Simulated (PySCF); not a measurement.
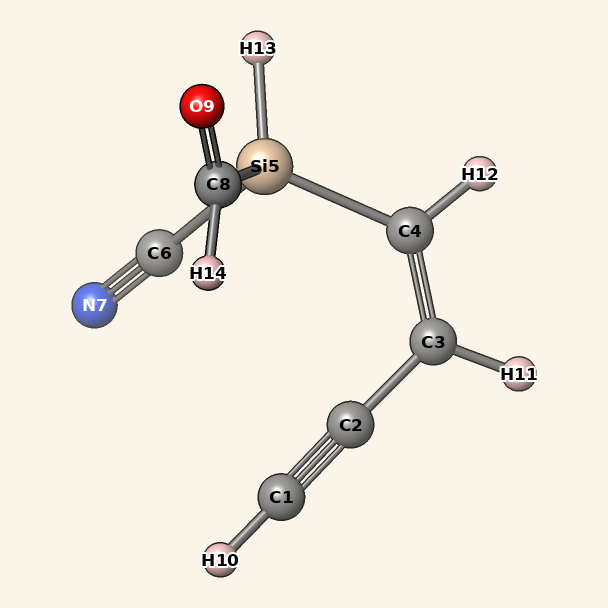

Si5 lies behind C8. The molecule seen a little off the C8–Si5 bond, C8 in front. Distant atoms are faded towards the background colour. The geometry was computed by an optimisation with GFN2-xTB. No frequency run is at hand to confirm it as a minimum.

Question: What is the torsion angle O9–C8–Si5–C4? The sign is positive where the front bond must turn clockwise to cover the back bond.

Answer: 116°, anticlinal.
